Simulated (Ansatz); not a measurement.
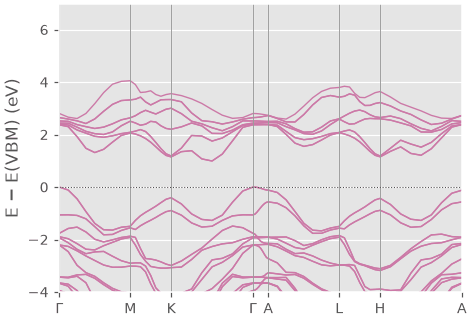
Figure. Band structure from r²SCAN+D4 with spin–orbit coupling in the plane-wave PAW code Ansatz

### Question
Read off the gap and where the band edges lie.

### Answer
About 1.0 eV (0.98 eV by a search for the band edges); maximum at Γ, minimum on the K–Γ line, 46 % of the way from K.

The material is WSeS in space group P-3m1 (No. 164; W on 2d, Se on 2d, S on 2d).

The workflow started from a Materials Project entry (that database holds measured and hypothetical structures alike); the Crystallography Open Database copy checked does not list it. Whether it is the stable phase at ambient conditions was not checked. The r²SCAN+D4 relaxation kept the symmetry of its start; whether a distortion lowers the energy is not shown. The run is not spin-polarised.

Potentials: the later of the program's two PAW sets.
